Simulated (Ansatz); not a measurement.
# ClGeH₆N₃: up Jacob's ladder to CCSD(T), part 2 of 2

Ansatz 0.2.0, Gaussian basis; functionals in def2-TZVPP, the program's frozen cores in correlated methods. Earlier steps stand in the parts before.

## (14) CAM-B3LYP-D4 (range-separated)

Input file in.yaml:

```yaml
crystal:
  periodic: [false, false, false]
  atoms:
    - {symbol: N, position_ang: [-1.443736, 0.864688, -0.455171]}
    - {symbol: Ge, position_ang: [0.219896, 0.348760, 0.066227]}
    - {symbol: N, position_ang: [0.212390, -0.539219, 1.654082]}
    - {symbol: N, position_ang: [1.095486, -0.561280, -1.242248]}
    - {symbol: Cl, position_ang: [1.333561, 2.153807, 0.407713]}
    - {symbol: H, position_ang: [-2.001323, 1.342997, 0.237067]}
    - {symbol: H, position_ang: [-1.989452, 0.158771, -0.926201]}
    - {symbol: H, position_ang: [1.112731, -0.837177, 2.000258]}
    - {symbol: H, position_ang: [-0.461427, -1.286533, 1.731364]}
    - {symbol: H, position_ang: [0.906100, -1.551023, -1.288399]}
    - {symbol: H, position_ang: [1.080976, -0.150688, -2.164093]}
basis:
  gaussian: {orbitals: def2-TZVPP}
hamiltonian: {xc: {name: CAM-B3LYP}, dispersion: d4}
output: {orbitals: {seedname: orbitals}}
```

Run with:

```bash
> ansatz run in.yaml --threads 4 --pin off --events-out ev --progress --plain --max-ram 11315MiB
```

The log of the run, cut to the lines that bear on the results:

```text
Functional definition: CAM-B3LYP
  name "CAM-B3LYP"
  cite "Yanai, Tew & Handy, Chem. Phys. Lett. 393, 51 (2004) doi:10.1016/j.cplett.2004.06.011"
  cite "Iikura, Tsuneda, Yanai & Hirao, J. Chem. Phys. 115, 3540 (2001) doi:10.1063/1.1383587"
  cite "Becke, Phys. Rev. A 38, 3098 (1988) doi:10.1103/PhysRevA.38.3098"
  cite "Lee, Yang & Parr, Phys. Rev. B 37, 785 (1988) doi:10.1103/PhysRevB.37.785"
  cite "Vosko, Wilk & Nusair, Can. J. Phys. 58, 1200 (1980) doi:10.1139/p80-159"
[...]
  # Exact exchange under (alpha + beta erf(omega r))/r, Becke's under what is left of 1/r.
[...]
1521 factors; their error is unknown
368 factors; integrals over basis functions are off by at most 9.8e-6 eV
[...]
mean field -73615.68555542 eV, -2705.3265456578 hartree, gradient 5.9e-5 eV, S^2 0.000000; 0 other end points of the search recorded, 0 dependent functions left out
reference -73615.68568717 eV, -2705.3265504995 hartree; 38, 38 occupied and 229, 229 virtual orbitals, 1521 factors
Total energy: -73615.92356660 eV, -2705.3352924074 hartree
```

Run time: 4.7 s. Hardware: 4 threads of Intel Xeon Platinum 8375C at 2.90GHz, shared host; peak memory 0.95 GiB.

With the free atoms at this level, -73578.092 eV in sum, the atomisation energy is 3650.2 kJ/mol. HOMO -9.11 eV, LUMO 0.90 eV.

## (15) LC-ωPBE (range-separated)

Changes to in.yaml since step 14:

```diff
@@ -16,3 +16,3 @@
   gaussian: {orbitals: def2-TZVPP}
-hamiltonian: {xc: {name: CAM-B3LYP}, dispersion: d4}
+hamiltonian: {xc: {name: LC-wPBE}}
 output: {orbitals: {seedname: orbitals}}
```

Same command.

The log of the run, cut to the lines that bear on the results:

```text
Functional definition: LC-wPBE
  name "LC-wPBE"
  cite "Vydrov & Scuseria, J. Chem. Phys. 125, 234109 (2006) doi:10.1063/1.2409292"
  cite "Heyd & Scuseria, J. Chem. Phys. 120, 7274 (2004) doi:10.1063/1.1668634"
  cite "Ernzerhof & Perdew, J. Chem. Phys. 109, 3313 (1998) doi:10.1063/1.476928"
  cite "Perdew, Burke & Ernzerhof, Phys. Rev. Lett. 77, 3865 (1996) doi:10.1103/PhysRevLett.77.3865"
  parent pbe
[...]
1471 factors; their error is unknown
411 factors; integrals over basis functions are off by at most 2.9e-5 eV
[...]
mean field -73600.56087651 eV, -2704.7707239597 hartree, gradient 8.1e-5 eV, S^2 0.000000; 0 other end points of the search recorded, 0 dependent functions left out
reference -73600.56087651 eV, -2704.7707239599 hartree; 38, 38 occupied and 229, 229 virtual orbitals, 1471 factors
Total energy: -73600.56087651 eV, -2704.7707239599 hartree
```

Wall time 3 s (4 threads of Intel Xeon Platinum 8375C at 2.90GHz, shared host); peak memory 0.56 GiB.

Atomisation energy: 3604.2 kJ/mol (free atoms -73563.206 eV, run apart). HOMO -10.57 eV, LUMO 2.24 eV.

## (16) ωB97X-V (range-separated)

Changes to in.yaml since step 15:

```diff
@@ -16,3 +16,3 @@
   gaussian: {orbitals: def2-TZVPP}
-hamiltonian: {xc: {name: LC-wPBE}}
+hamiltonian: {xc: {name: wB97X-V}}
 output: {orbitals: {seedname: orbitals}}
```

Launched as before.

The log of the run, cut to the lines that bear on the results:

```text
Functional definition: wB97X-V
  name "wB97X-V"
  cite "Mardirossian & Head-Gordon, Phys. Chem. Chem. Phys. 16, 9904 (2014) doi:10.1039/C3CP54374A"
  cite "Becke, J. Chem. Phys. 107, 8554 (1997) doi:10.1063/1.475007"
  cite "Vydrov & Van Voorhis, J. Chem. Phys. 133, 244103 (2010) doi:10.1063/1.3521275"
[...]
      + integral(e_c_pw_opposite_spin*poly(b97_u_opposite, cos0, cos1)) + vv10(b, c)
1518 factors; their error is unknown
313 factors; integrals over basis functions are off by at most 2.7e-5 eV
[...]
mean field -73605.55941898 eV, -2704.9544170075 hartree, gradient 2.0e-5 eV, S^2 0.000000; 0 other end points of the search recorded, 0 dependent functions left out
reference -73605.55941704 eV, -2704.9544169360 hartree; 38, 38 occupied and 229, 229 virtual orbitals, 1518 factors
Total energy: -73605.55941704 eV, -2704.9544169360 hartree
```

Run time: 7.5 s. Hardware: 4 threads of Intel Xeon Platinum 8375C at 2.90GHz, shared host; peak memory 1 GiB.

With the free atoms at this level, -73567.609 eV in sum, the atomisation energy is 3661.7 kJ/mol. HOMO -10.17 eV, LUMO 2.01 eV.

## (17) ωB97M-V (range-separated)

Changes to in.yaml since step 16:

```diff
@@ -16,3 +16,3 @@
   gaussian: {orbitals: def2-TZVPP}
-hamiltonian: {xc: {name: wB97X-V}}
-output: {orbitals: {seedname: orbitals}}
+hamiltonian: {xc: {name: wB97M-V}}
+output: {forces: true, orbitals: {seedname: orbitals}}
```

Same command.

The log of the run, cut to the lines that bear on the results:

```text
Functional definition: wB97M-V
  name "wB97M-V"
  cite "Mardirossian & Head-Gordon, J. Chem. Phys. 144, 214110 (2016) doi:10.1063/1.4952647"
  cite "Becke, J. Chem. Phys. 107, 8554 (1997) doi:10.1063/1.475007"
  cite "Vydrov & Van Voorhis, J. Chem. Phys. 133, 244103 (2010) doi:10.1063/1.3521275"
  # Of w^i u^j: cxij and so on, Table III.
[...]
  gx(w, u) = 1 - cx + cx01*u + cx10*w
  gss(w, u) = css00 + css04*u^4 + css10*w + css20*w^2 + css43*w^4*u^3
  gos(w, u) = cos00 + cos10*w + (cos20 + cos21*u)*w^2 + (cos60 + cos61*u)*w^6
[...]
      + integral(e_c_pw_mod_opposite_spin*gos(b97_w_opposite, b97_u_opposite)) + vv10(b, c)
1515 factors; their error is unknown
313 factors; integrals over basis functions are off by at most 2.7e-5 eV
[...]
Atom 1 at     0.219896     0.348760     0.066227 Å, force     0.029433     0.045905     0.007345 eV/Å
Atom 2 at     0.212390    -0.539219     1.654082 Å, force     0.007431    -0.035110    -0.001846 eV/Å
Atom 3 at     1.095486    -0.561280    -1.242248 Å, force    -0.018086    -0.014975    -0.021830 eV/Å
Atom 4 at     1.333561     2.153807     0.407713 Å, force     0.008348     0.013576     0.002969 eV/Å
Atom 5 at    -2.001323     1.342997     0.237067 Å, force     0.000948    -0.016123    -0.032934 eV/Å
Atom 6 at    -1.989452     0.158771    -0.926201 Å, force    -0.009746     0.028019     0.014038 eV/Å
Atom 7 at     1.112731    -0.837177     2.000258 Å, force    -0.036553    -0.002063     0.003854 eV/Å
Atom 8 at    -0.461427    -1.286533     1.731364 Å, force     0.026736     0.006882     0.017972 eV/Å
Atom 9 at     0.906100    -1.551023    -1.288399 Å, force     0.012011     0.020171    -0.021000 eV/Å
Atom 10 at     1.080976    -0.150688    -2.164093 Å, force     0.007553    -0.029395     0.020858 eV/Å
Dipole moment:    -0.435791    -0.731370    -0.132166 e Å
```

It took 11 s on 4 threads of Intel Xeon Platinum 8375C at 2.90GHz, shared host; peak memory 1.1 GiB.

Atomisation energy: 3645.3 kJ/mol (free atoms -73570.706 eV, run apart). HOMO -10.06 eV, LUMO 1.59 eV.

## (18) B2PLYP (double hybrid)

Changes to in.yaml since step 17:

```diff
@@ -16,3 +16,2 @@
   gaussian: {orbitals: def2-TZVPP}
-hamiltonian: {xc: {name: wB97M-V}}
-output: {forces: true, orbitals: {seedname: orbitals}}
+hamiltonian: {xc: {name: B2PLYP}}
```

Same command.

The log of the run, cut to the lines that bear on the results:

```text
Functional definition: B2PLYP
  name "B2PLYP"
  cite "Grimme, J. Chem. Phys. 124, 034108 (2006) doi:10.1063/1.2148954"
  cite "Becke, Phys. Rev. A 38, 3098 (1988) doi:10.1103/PhysRevA.38.3098"
  cite "Lee, Yang & Parr, Phys. Rev. B 37, 785 (1988) doi:10.1103/PhysRevB.37.785"
[...]
1604 factors; integrals over basis functions are off by at most 1.1e-3 eV
[...]
mean field -73587.28506373 eV, -2704.2828468389 hartree, gradient 2.8e-6 eV, S^2 0.000000; 0 other end points of the search recorded, 0 dependent functions left out
17 core orbitals not correlated: weight in the atoms' cores, before any rotation towards them, 1.000 or more for the frozen orbitals, at most 0.000 for the correlated occupied ones
reference -73587.28523698 eV, -2704.2828532056 hartree; 21, 21 occupied and 229, 229 virtual orbitals, 1604 factors
second order -35.78809675 eV of doubles, -0.00000000 eV of singles
Total energy: -73596.94802310 eV, -2704.6379540459 hartree
```

It took 7 s on 4 threads of Intel Xeon Platinum 8375C at 2.90GHz, shared host; peak memory 0.78 GiB.

With the free atoms at this level, -73559.778 eV in sum, the atomisation energy is 3586.4 kJ/mol.

## (19) PBE-QIDH (double hybrid)

Changes to in.yaml since step 18:

```diff
@@ -16,2 +16,2 @@
   gaussian: {orbitals: def2-TZVPP}
-hamiltonian: {xc: {name: B2PLYP}}
+hamiltonian: {xc: {name: PBE-QIDH}}
```

Same command.

The log of the run, cut to the lines that bear on the results:

```text
Functional definition: PBE-QIDH
  name "PBE-QIDH"
  cite "Brémond, Sancho-García, Pérez-Jiménez & Adamo, J. Chem. Phys. 141, 031101 (2014) doi:10.1063/1.4890314"
  cite "Perdew, Burke & Ernzerhof, Phys. Rev. Lett. 77, 3865 (1996) doi:10.1103/PhysRevLett.77.3865"
[...]
1604 factors; integrals over basis functions are off by at most 1.1e-3 eV
[...]
mean field -73574.90065371 eV, -2703.8277281649 hartree, gradient 3.2e-6 eV, S^2 0.000000; 0 other end points of the search recorded, 0 dependent functions left out
17 core orbitals not correlated: weight in the atoms' cores, before any rotation towards them, 1.000 or more for the frozen orbitals, at most 0.000 for the correlated occupied ones
reference -73574.90066635 eV, -2703.8277286297 hartree; 21, 21 occupied and 229, 229 virtual orbitals, 1604 factors
second order -33.20369608 eV of doubles, -0.00000000 eV of singles
Total energy: -73585.96856505 eV, -2704.2344664046 hartree
```

It took 6.5 s on 4 threads of Intel Xeon Platinum 8375C at 2.90GHz, shared host; peak memory 0.78 GiB.

Atomisation energy: 3581.1 kJ/mol (free atoms -73548.853 eV, run apart).

## (20) Frontier levels by functional

Dipoles come from the runs that computed forces. Levels, from each run's orbital file:

```csv
functional,HOMO (eV),LUMO (eV),gap (eV),dipole (D)
LDA (SPW92),-6.32,-0.92,5.40,
PBE-D4,-6.14,-0.75,5.39,4.00
revPBE-D4,-6.07,-0.66,5.41,
BLYP-D4,-6.01,-0.77,5.24,
r2SCAN-D4,-6.48,-0.21,6.27,4.12
B97M-V,-6.55,-0.54,6.01,
PBE0-D4,-7.64,0.12,7.77,
B3LYP-D4,-7.38,-0.24,7.14,4.10
r2SCANh-D4,-7.04,0.09,7.12,
r2SCAN0-D4,-7.88,0.50,8.38,
HSE06-D4,-7.24,-0.24,6.99,
BHLYP-D4,-9.06,0.77,9.83,
CAM-B3LYP-D4,-9.11,0.90,10.02,
LC-ωPBE,-10.57,2.24,12.81,
ωB97X-V,-10.17,2.01,12.18,
ωB97M-V,-10.06,1.59,11.66,4.14
```

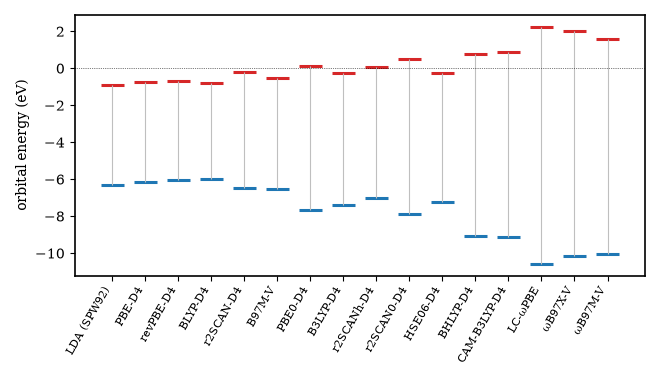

Highest occupied (blue) and lowest empty (red) level by functional.

## (21) CCSD(T) in def2-SVP

Changes to in.yaml since step 19:

```diff
@@ -15,3 +15,3 @@
 basis:
-  gaussian: {orbitals: def2-TZVPP}
-hamiltonian: {xc: {name: PBE-QIDH}}
+  gaussian: {orbitals: def2-SVP}
+correlation: {method: ccsd_t}
```

Launched as before.

The log of the run, cut to the lines that bear on the results:

```text
Functional definition: HF
  name "HF"
  cite "Fock, Z. Phys. 61, 126 (1930) doi:10.1007/BF01340294"
  parent pbe
[...]
1217 factors; integrals over basis functions are off by at most 9.8e-4 eV
[...]
mean field -73505.30725582 eV, -2701.2702179646 hartree, gradient 9.5e-6 eV, S^2 0.000000; 0 other end points of the search recorded, 0 dependent functions left out
17 core orbitals not correlated: weight in the atoms' cores, before any rotation towards them, 1.000 or more for the frozen orbitals, at most 0.000 for the correlated occupied ones
reference -73505.30725582 eV, -2701.2702179646 hartree; 21, 21 occupied and 84, 84 virtual orbitals, 1217 factors
second order -23.74279196 eV of doubles, -0.00000000 eV of singles
cycle   1  -24.03324889 eV  change   -2.9e-1 eV  update   9.6e-2
[...]
cycle   8  -24.68270547 eV  change    1.8e-6 eV  update   4.7e-5
perturbative correction -0.64311180 eV, -0.0236339229 hartree
Total energy: -73530.63307309 eV, -2702.2009245829 hartree
```

It took 8 s on 4 threads of Intel Xeon Platinum 8375C at 2.90GHz, shared host; peak memory 0.74 GiB.

## (22) CCSD(T) in def2-TZVPP

Changes to in.yaml since step 21:

```diff
@@ -15,3 +15,4 @@
 basis:
-  gaussian: {orbitals: def2-SVP}
+  gaussian: {orbitals: def2-TZVPP}
 correlation: {method: ccsd_t}
+output: {orbitals: {seedname: orbitals}}
```

Same command.

The log of the run, cut to the lines that bear on the results:

```text
Functional definition: HF
  name "HF"
  cite "Fock, Z. Phys. 61, 126 (1930) doi:10.1007/BF01340294"
  parent pbe
[...]
1604 factors; integrals over basis functions are off by at most 1.1e-3 eV
[...]
mean field -73522.60024533 eV, -2701.9057236074 hartree, gradient 1.4e-6 eV, S^2 0.000000; 0 other end points of the search recorded, 0 dependent functions left out
17 core orbitals not correlated: weight in the atoms' cores, before any rotation towards them, 1.000 or more for the frozen orbitals, at most 0.000 for the correlated occupied ones
reference -73522.60024533 eV, -2701.9057236074 hartree; 21, 21 occupied and 229, 229 virtual orbitals, 1604 factors
second order -29.57963582 eV of doubles, -0.00000000 eV of singles
cycle   1  -29.66124882 eV  change   -8.2e-2 eV  update   1.0e-1
[...]
cycle   9  -30.43853359 eV  change   -5.5e-6 eV  update   2.2e-5
perturbative correction -1.20972389 eV, -0.0444565329 hartree
Total energy: -73554.24850280 eV, -2703.0687756177 hartree
```

It took 3.9 min on 4 threads of Intel Xeon Platinum 8375C at 2.90GHz, shared host; peak memory 7 GiB.

## (23) MP2 in def2-QZVPP

Changes to in.yaml since step 22:

```diff
@@ -15,4 +15,3 @@
 basis:
-  gaussian: {orbitals: def2-TZVPP}
-correlation: {method: ccsd_t}
-output: {orbitals: {seedname: orbitals}}
+  gaussian: {orbitals: "def2-QZVPP.json"}
+correlation: {method: mp2}
```

Launched as before.

The log of the run:

```text
Functional definition: HF
  name "HF"
  cite "Fock, Z. Phys. 61, 126 (1930) doi:10.1007/BF01340294"
  parent pbe
  exchange = exact_x
  correlation = 0
3115 factors; integrals over basis functions are off by at most 1.2e-3 eV
mean field evaluation 1: about -73518.3383 eV, gradient 5.5e1 eV
mean field evaluation 2: about -73518.4759 eV, gradient 5.5e1 eV
mean field evaluation 4: about -73524.2637 eV, gradient 4.3e0 eV
mean field evaluation 8: about -73524.3161 eV, gradient 3.4e-1 eV
mean field -73524.31647991 eV, -2701.9687940652 hartree, gradient 1.6e-6 eV, S^2 0.000000; 0 other end points of the search recorded, 0 dependent functions left out
17 core orbitals not correlated: weight in the atoms' cores, before any rotation towards them, 1.000 or more for the frozen orbitals, at most 0.000 for the correlated occupied ones
reference -73524.31647991 eV, -2701.9687940652 hartree; 21, 21 occupied and 472, 472 virtual orbitals, 3115 factors
second order -38.54728541 eV of doubles, -0.00000000 eV of singles
Total energy: -73562.86376532 eV, -2703.3853806757 hartree
```

Run time: 26 s. Hardware: 4 threads of Intel Xeon Platinum 8375C at 2.90GHz, shared host; peak memory 3.5 GiB.

The pieces so far (eV):

| basis | HF | MP2 correlation | CCSD correlation | (T) | total |
| --- | --- | --- | --- | --- | --- |
| def2-SVP | -73505.3073 | -23.7428 | -24.6827 | -0.6431 | -73530.6331 |
| def2-TZVPP | -73522.6002 | -29.5796 | -30.4385 | -1.2097 | -73554.2485 |
| def2-QZVPP | -73524.3165 | -38.5473 |  |  | -73562.8638 (MP2) |

The report of the def2-TZVPP run gives T1 = 0.0099.

## (24) From triple and quadruple zeta to the limit

This step is arithmetic on the last runs, with X = 3 and 4: exp(−7.88√X) for Hartree-Fock, X^−2.97 for correlation; only MP2 was run in the larger set, so CCSD(T) minus MP2 is added from the smaller one.

| level | energy at the limit (eV) |
| --- | --- |
| HF | -73524.5529 |
| MP2 | -73569.7429 |
| CCSD | -73570.6018 |
| CCSD(T) | -73571.8115 |

This is no true limit for total energies: MP2 correlation changes by a factor of 1.30 from triple to quadruple zeta (about 1.07 in light molecules), because outer-core shells are correlated in sets not made for them. Much of that cancels between molecule and atoms or ions.

## (25) RPA on PBE orbitals

Changes to in.yaml since step 23:

```diff
@@ -15,3 +15,4 @@
 basis:
-  gaussian: {orbitals: "def2-QZVPP.json"}
-correlation: {method: mp2}
+  gaussian: {orbitals: def2-TZVPP}
+hamiltonian: {xc: pbe}
+correlation: {method: rpa}
```

Same command.

The log of the run, cut to the lines that bear on the results:

```text
Functional definition: PBE
  name "PBE"
  cite "Perdew, Burke & Ernzerhof, Phys. Rev. Lett. 77, 3865 (1996) doi:10.1103/PhysRevLett.77.3865"
  parent pbe
[...]
1604 factors; integrals over basis functions are off by at most 1.1e-3 eV
[...]
mean field -73594.69303981 eV, -2704.5550849386 hartree, gradient 2.3e-6 eV, S^2 0.000000; 0 other end points of the search recorded, 0 dependent functions left out
17 core orbitals not correlated: weight in the atoms' cores, before any rotation towards them, 1.000 or more for the frozen orbitals, at most 0.000 for the correlated occupied ones
reference -73520.69259059 eV, -2701.8356185889 hartree; 21, 21 occupied and 229, 229 virtual orbitals, 1604 factors
Total energy: -73567.08267144 eV, -2703.5404226158 hartree
```

It took 6.5 s on 4 threads of Intel Xeon Platinum 8375C at 2.90GHz, shared host; peak memory 0.75 GiB.

RPA correlation: -46.390 eV. No RPA run of the hydrogen atom was made, so RPA has no atomisation energy below.

## (26) The ladder

Atomisation energy = energies of 3 N, 1 Ge, 1 Cl, 6 H (separate runs, same level) minus the molecule's; electronic only, no spin-orbit term.

Differences are taken before rounding.

```csv
method,rung,atomisation energy (kJ/mol),from CCSD(T)/CBS (kJ/mol),time
LDA (SPW92),LDA,4206.0,+560.4,1.9 s
PBE-D4,GGA,3704.0,+58.4,2.7 s
revPBE-D4,GGA,3598.1,-47.6,2.3 s
BLYP-D4,GGA,3640.4,-5.2,1.9 s
r2SCAN-D4,meta-GGA,3605.3,-40.3,4 s
B97M-V,meta-GGA,3634.0,-11.6,6.5 s
PBE0-D4,hybrid,3616.1,-29.5,3.6 s
B3LYP-D4,hybrid,3631.7,-13.9,6 s
r2SCANh-D4,hybrid,3576.2,-69.4,6.5 s
r2SCAN0-D4,hybrid,3534.4,-111.2,5.5 s
HSE06-D4,hybrid,3618.9,-26.8,3.7 s
BHLYP-D4,hybrid,3500.7,-145.0,3.6 s
CAM-B3LYP-D4,range-separated,3650.2,+4.6,4.7 s
LC-ωPBE,range-separated,3604.2,-41.4,3 s
ωB97X-V,range-separated,3661.7,+16.1,7.5 s
ωB97M-V,range-separated,3645.3,-0.3,11 s
B2PLYP,double hybrid,3586.4,-59.2,7 s
PBE-QIDH,double hybrid,3581.1,-64.5,6.5 s
HF/def2-TZVPP,wavefunction,2365.0,-1280.6,
MP2/def2-TZVPP,wavefunction,3577.5,-68.1,
CCSD/def2-TZVPP,wavefunction,3454.4,-191.2,
CCSD(T)/def2-SVP,wavefunction,3295.1,-350.5,8 s
CCSD(T)/def2-TZVPP,wavefunction,3521.5,-124.1,3.9 min
MP2/CBS,wavefunction,3701.6,+56.0,
CCSD(T)/CBS,wavefunction,3645.6,0,4.4 min
```

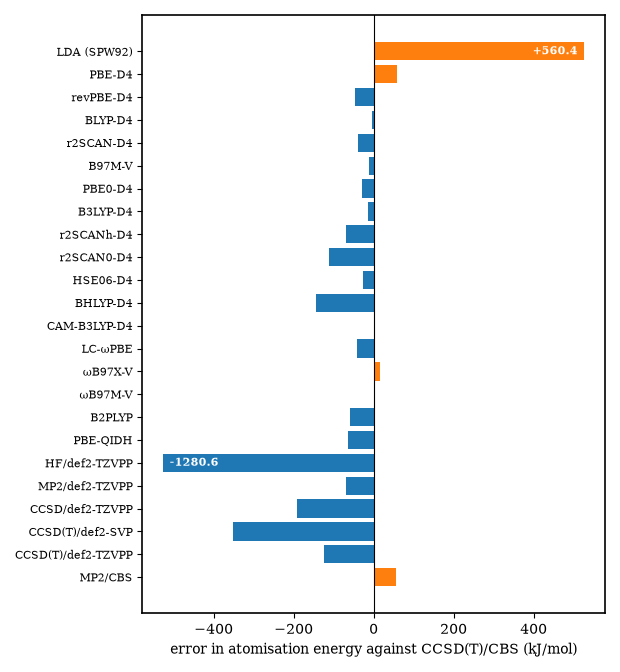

Deviations from CCSD(T)/CBS, method by method. Bars with a number in them are cut short.

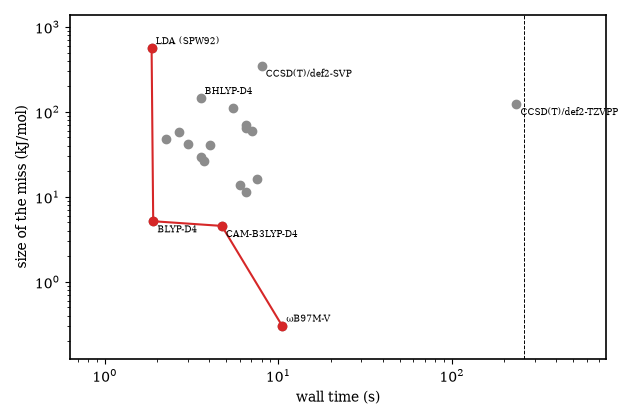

Accuracy for the time spent; red marks the levels that beat every quicker one drawn (of those quicker than the yardstick), and the dashed line is the time of CCSD(T)/CBS. Only those levels and the largest misses are named. Times are from a shared host.

LDA (SPW92), LC-ωPBE, B2PLYP, PBE-QIDH carry no dispersion term (for B3LYP, D4 adds 42.4 kJ/mol).

Times are those of the molecule's run; HF, MP2 and CCSD come out of the CCSD(T) runs, and the limit's time is the sum of the runs that it needs.

## (27) Results

This closing draws on all 2 parts.

| quantity | value |
| --- | --- |
| atomisation energy, CCSD(T)/CBS | 3645.6 kJ/mol |
| functionals within 36.5 kJ/mol (1.0 %) | BLYP-D4, B97M-V, PBE0-D4, B3LYP-D4, HSE06-D4, CAM-B3LYP-D4, ωB97X-V, ωB97M-V |
| farthest beyond LDA | BHLYP-D4 (-145.0 kJ/mol) |
| mean size of error, GGA | 37.0 kJ/mol |
| mean size of error, meta-GGA | 25.9 kJ/mol |
| mean size of error, hybrid | 66.0 kJ/mol |
| mean size of error, range-separated | 15.6 kJ/mol |
| mean size of error, double hybrid | 61.9 kJ/mol |
| gap, smallest and largest | 5.24 eV (BLYP-D4), 12.81 eV (LC-ωPBE) |
| T1 diagnostic | 0.0099 |
| triples share of the correlation energy | 3.8 % |

**Reading.** LDA overbinds by 560.4 kJ/mol (15 %). PBE-D4 misses by +58.4 kJ/mol. Double hybrids carry the basis error of their MP2 part in triple zeta, and no dispersion term here, so their miss is partly the set-up's. The rungs range-separated, meta-GGA miss on average by less than the doubt on the reference (36.5 kJ/mol), so they tie. Misses under about 36.5 kJ/mol are within the doubt on the reference itself, which lacks core-valence correlation, relativity and higher excitations, and its outer-core shells are covered unevenly. Hartree-Fock recovers 65 % of the binding; the rest is correlation. CCSD(T) in def2-SVP is off by -350.5 kJ/mol, which most functionals beat. The gap grows from 5.2 to 12.8 eV across the functionals, mostly with the share of exact exchange. Correlated methods include outer-core shells of Ge, which these sets cover unevenly.

For cost: ωB97M-V gets within 0.3 kJ/mol in 11 s, where CCSD(T)/CBS took 4.4 min; the quickest level in the cost chart, LDA (SPW92), takes 1.9 s and misses by 560.4 kJ/mol.
